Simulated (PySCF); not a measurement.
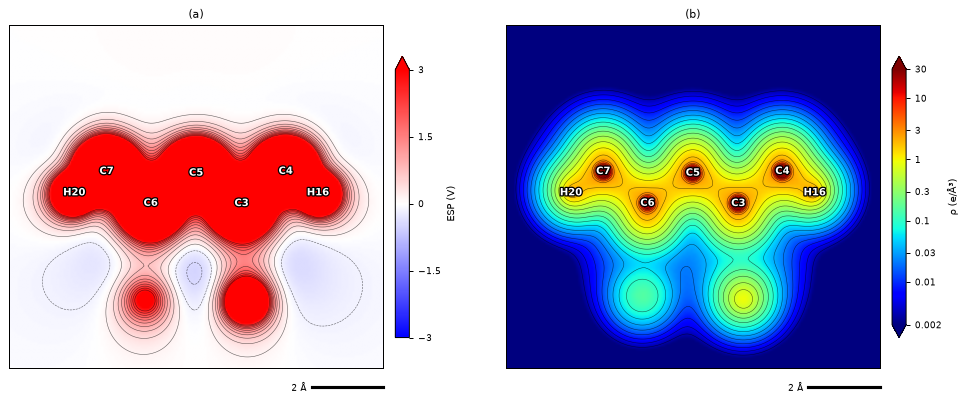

C9H16. (a) molecular electrostatic potential; (b) total electron density on the plane of atoms C3, C4 and H16.

Geometry: GFN2-xTB.

These are results of PBE0/pcSseg-1, SCF density, gas phase, non-relativistic (PySCF), not measurements.

Input

```
{"job": {"xc": "PBE0", "basis": "pcSseg-1", "kind": "nmr", "pop": true}, "charge": 0, "multiplicity": 1}
C     -1.782901    -1.412036     1.464044
C     -1.657297    -0.188135     0.988179
C     -1.225914     0.144698    -0.407952
C     -2.364360     0.863339    -1.137041
C      0.028606     1.027310    -0.385853
C      1.238037     0.317026     0.235618
C      2.424150     1.280242     0.331908
C      1.626793    -0.873837    -0.586978
C      1.681776    -2.112470    -0.136525
H     -1.564205    -2.277146     0.859481
H     -2.106223    -1.605197     2.473294
H     -1.882928     0.666709     1.613896
H     -0.992910    -0.783551    -0.939752
H     -2.612472     1.794496    -0.631253
H     -2.076092     1.093379    -2.160488
H     -3.253489     0.237246    -1.160288
H     -0.183059     1.935801     0.183622
H      0.274461     1.324488    -1.408483
H      0.969128    -0.018246     1.242582
H      3.281692     0.781309     0.777772
H      2.167205     2.141161     0.945239
H      2.708043     1.634058    -0.657339
H      1.883794    -0.655171    -1.616195
H      1.975880    -2.938568    -0.762291
H      1.431348    -2.352760     0.883938
```

Run with:

```sh
OMP_NUM_THREADS=1 python ens_run.py task.json out
```

> Interpret the plot.

The plane passes through C and H nuclei. C–H (1.09 Å): ρ at the midpoint is about 2 e/Å³. Outside the dense part of the molecule the potential is most negative (−0.5 V) near C1, which lies off the plane.
